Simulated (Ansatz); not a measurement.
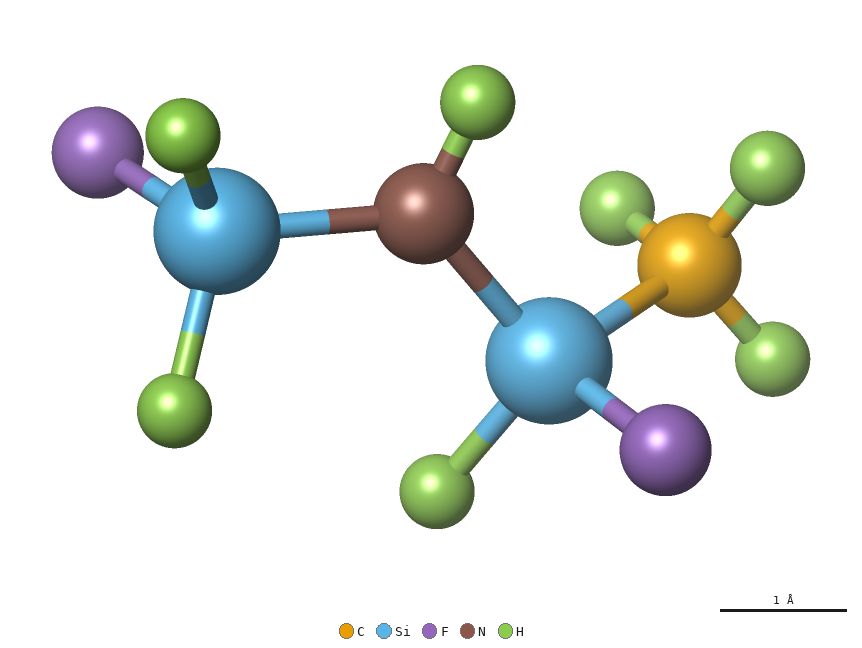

Ball-and-stick drawing of a structure.

The computed structure is the end point of a PBE0-D4/def2-TZVP optimisation.

Identify the structure.

The molecule is CH7F2NSi2. Its SMILES string is `C[Si@@H](F)N[SiH2]F`. It has no ring. Among its groups: Si–H bond, Si–N bond. This geometry has C1 symmetry. Coordination: 1 C tetrahedral; 2 Si tetrahedral; 1 N trigonal planar.

The parts below concern this one geometry. Atoms keep their numbers from picture to picture.

## Shape

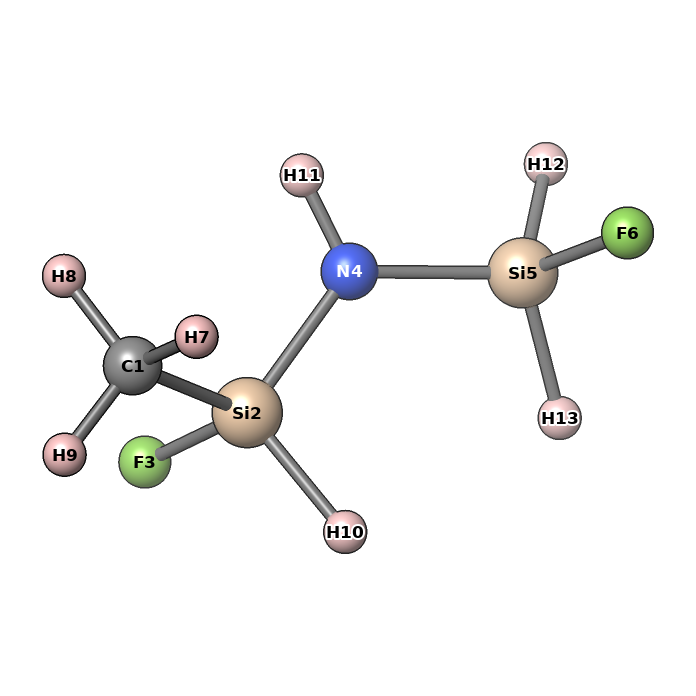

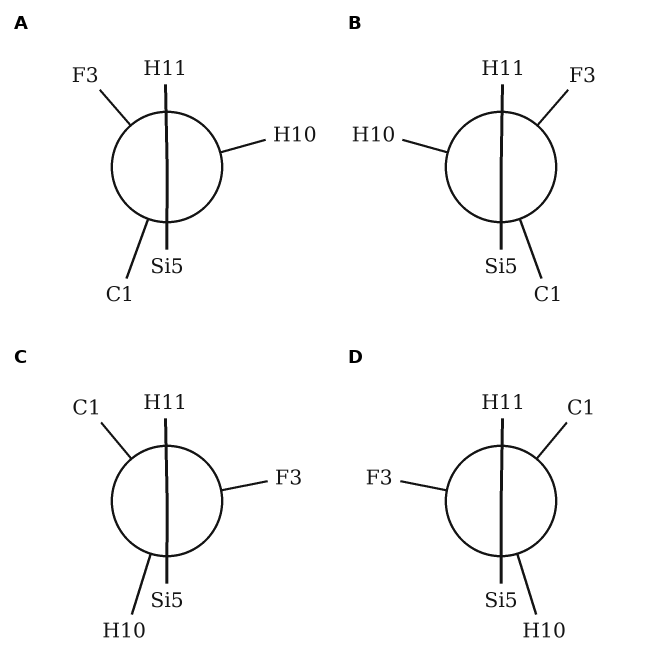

Distant atoms are faded towards the background colour. Bonds that would overlap in a projection are set slightly apart.

> Which Newman projection shows the view along N4–Si2, with N4 in front?

C. The torsion angle Si5–N4–Si2–F3 is −101°, anticlinal.

## Dipole moment

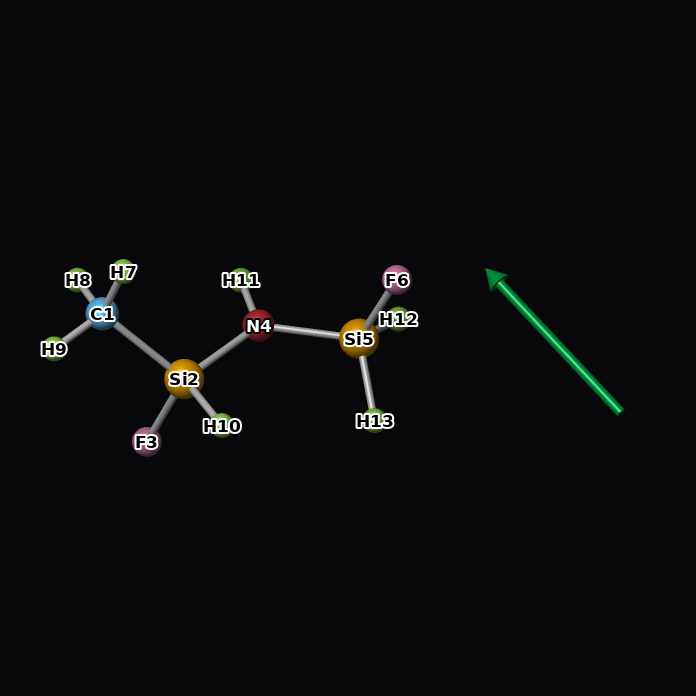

The arrow beside the molecule shows the direction of the dipole moment, from the negative to the positive end (its length means nothing). Method: RKS PBE0-D4/def2-TZVP (Ansatz 0.2.0).

> How large is the dipole moment?

1.69 D; it points from the side of H13 to the side of H8 (the outermost atoms at the two ends).

## Electronic properties

Level of theory: RKS PBE0-D4/def2-SVP (Ansatz 0.2.0).

What does the calculation give?

- HOMO energy (Kohn–Sham orbital): −8.44 eV
- LUMO energy (Kohn–Sham orbital): 1.13 eV
- HOMO–LUMO gap: 9.58 eV
- dispersion correction: −23.9 kJ/mol

## Charges

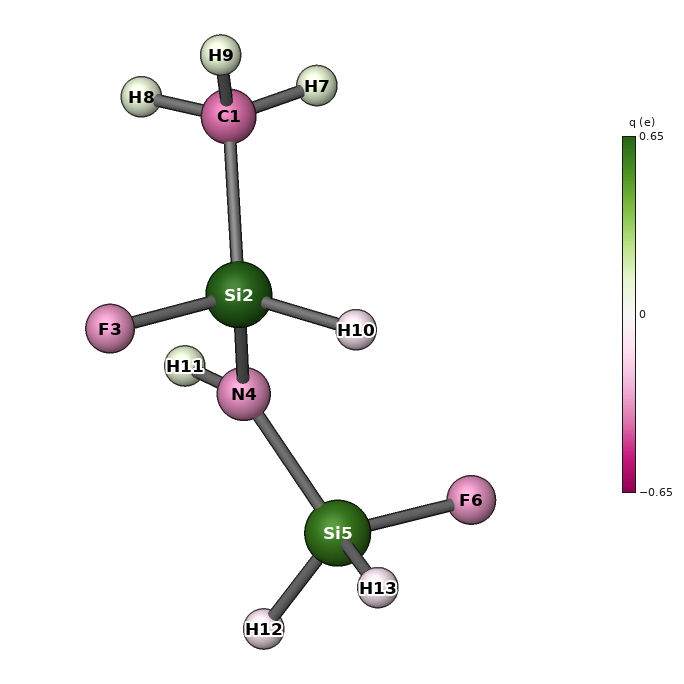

Atoms are coloured by their Mulliken charges. Method: RKS B3LYP-D4/def2-TZVPP (Ansatz 0.2.0).

> Which atom carries the highest charge (most positive or least negative)?

Si2 (0.65 e).

> And the lowest?

C1 (−0.40 e).

Give the Mulliken charges atom by atom.

```json
{"atom": "C1", "value (e)": "−0.40"}
{"atom": "Si2", "value (e)": "0.65"}
{"atom": "F3", "value (e)": "−0.33"}
{"atom": "N4", "value (e)": "−0.34"}
{"atom": "Si5", "value (e)": "0.59"}
{"atom": "F6", "value (e)": "−0.33"}
{"atom": "H7", "value (e)": "0.11"}
{"atom": "H8", "value (e)": "0.10"}
{"atom": "H9", "value (e)": "0.11"}
{"atom": "H10", "value (e)": "−0.11"}
{"atom": "H11", "value (e)": "0.12"}
{"atom": "H12", "value (e)": "−0.09"}
{"atom": "H13", "value (e)": "−0.09"}
```

Mulliken values depend strongly on the basis set and can even reverse the polarity of a bond.
